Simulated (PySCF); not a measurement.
**C7H13N3 (SMILES CC(C)(C)Cn1nccn1): density, localisation and related maps**

```yaml
atoms:
  - { symbol: C, position_ang: [-2.4313, 0.3787, -0.6360] }
  - { symbol: C, position_ang: [-1.0814, 0.0239, -0.0096] }
  - { symbol: C, position_ang: [-0.9604, -1.4931, 0.1327] }
  - { symbol: C, position_ang: [-0.9573, 0.6904, 1.3604] }
  - { symbol: C, position_ang: [0.0240, 0.5498, -0.9521] }
  - { symbol: N, position_ang: [1.3451, 0.2790, -0.4728] }
  - { symbol: N, position_ang: [1.9940, 1.1048, 0.3099] }
  - { symbol: C, position_ang: [3.1505, 0.5035, 0.5500] }
  - { symbol: C, position_ang: [3.1483, -0.7149, -0.1312] }
  - { symbol: N, position_ang: [1.9905, -0.8221, -0.7674] }
  - { symbol: H, position_ang: [-3.2421, 0.0246, -0.0047] }
  - { symbol: H, position_ang: [-2.5319, 1.4556, -0.7498] }
  - { symbol: H, position_ang: [-2.5345, -0.0825, -1.6155] }
  - { symbol: H, position_ang: [0.0024, -1.7680, 0.5558] }
  - { symbol: H, position_ang: [-1.7421, -1.8728, 0.7862] }
  - { symbol: H, position_ang: [-1.0539, -1.9785, -0.8357] }
  - { symbol: H, position_ang: [-1.0475, 1.7705, 1.2724] }
  - { symbol: H, position_ang: [0.0047, 0.4681, 1.8150] }
  - { symbol: H, position_ang: [-1.7398, 0.3313, 2.0247] }
  - { symbol: H, position_ang: [-0.0685, 1.6331, -1.0563] }
  - { symbol: H, position_ang: [-0.0718, 0.0724, -1.9301] }
  - { symbol: H, position_ang: [3.9016, 0.9500, 1.1671] }
  - { symbol: H, position_ang: [3.8966, -1.4770, -0.1893] }
```

Geometry: GFN2-xTB.

All numbers below come from PBE0/pcSseg-1, SCF density, gas phase, non-relativistic in PySCF.

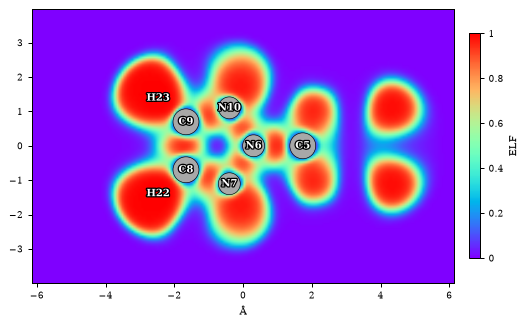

Figure 1. Electron localisation function on the plane of atoms C9, C8 and H22. Grey discs cover the atomic cores.

What does the map show?

Answer. The section cuts through C, N and H sites.
N–N (1.31 Å): the ELF peaks at about 0.90 between the atoms: a covalent bond.
C–N (1.33 Å): the ELF peaks at about 0.90 between the atoms, as expected for localised, covalent bonding.
C–C (1.40 Å): the ELF peaks at about 0.95 between the atoms: a covalent bond.
C–H (1.07 Å): the ELF climbs to about 1 towards the hydrogen, as it does in any bond to H: a covalent bond by its length.
C–N (1.43 Å): the ELF peaks at about 0.95 between the atoms: a covalent bond.
The ELF also peaks beside N7 and N10, away from the bonds: lone-pair regions.

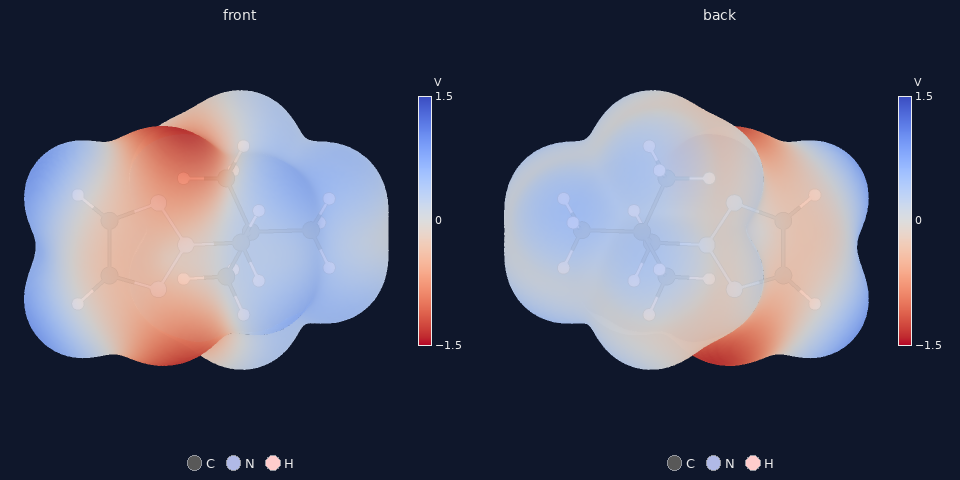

Figure 2. The molecular electrostatic potential painted on the density surface at 0.001 e/bohr³, seen from the front and from behind; red is negative and blue positive.

Describe the electrostatic potential map.

Answer. The most negative region (about −1.3 V, or −30 kcal/mol for a unit charge) lies over N7 and N10, the most positive (about +0.8 V, or +18 kcal/mol for a unit charge) over H22 and H23.

How polar is the molecule by this calculation?

Answer. Its dipole moment is 0.55 D.

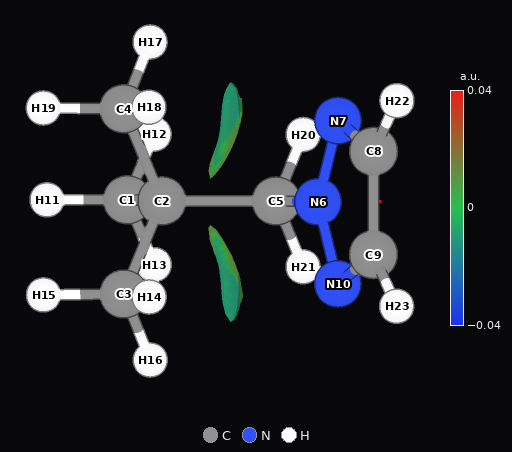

Figure 3. Non-covalent interaction (NCI) plot: the surface where the reduced density gradient is 0.5, for densities under 0.05 a.u., coloured by sign(λ₂)ρ; seen at an oblique angle.

Identify the weak interactions.

Answer.
- Near H14, N10 and N6: mostly steric crowding (olive to red)
- Near H18, N7 and N6: mostly steric crowding (olive to red)
